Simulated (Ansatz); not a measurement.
| atom | x (Å) | y (Å) | z (Å) |
| --- | --- | --- | --- |
| Si | 0.0065 | 0.0000 | -0.0017 |
| Cl | -0.0060 | 0.0000 | 2.1501 |
| H | 1.4059 | 0.0000 | -0.4964 |
| Cl | -1.0180 | 1.7534 | -0.7134 |
| Cl | -1.0180 | -1.7534 | -0.7134 |

The calculation used RKS r2SCANh-D4/6-31G (Ansatz 0.2.0).

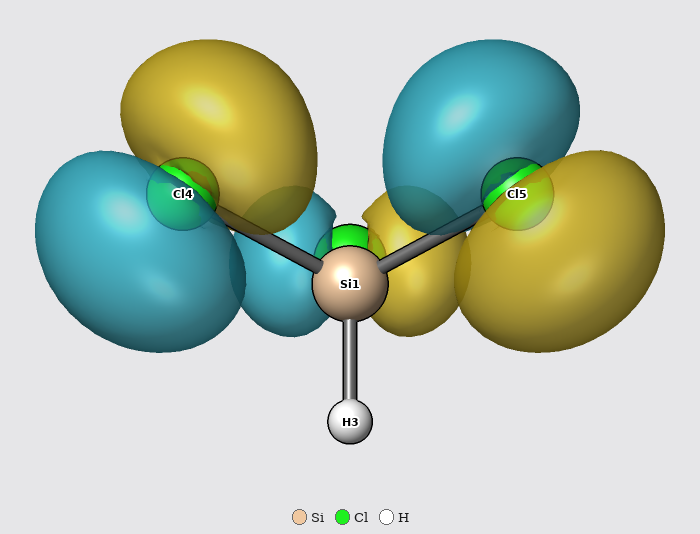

Cl$_{3}$HSi. The HOMO−1 at ±0.08 Å⁻³ᐟ² (yellow and cyan are the two phases), seen from one side.

Question: What is the character of this orbital?

Answer: It lies mainly on Cl4 (about 45 %), Cl5 (about 45 %) and Cl2 (about 10 %); largely a combination of lone pairs on Cl4, Cl5 and Cl2. It is one of a degenerate set, so its orientation is arbitrary. Its energy is −9.43 eV.
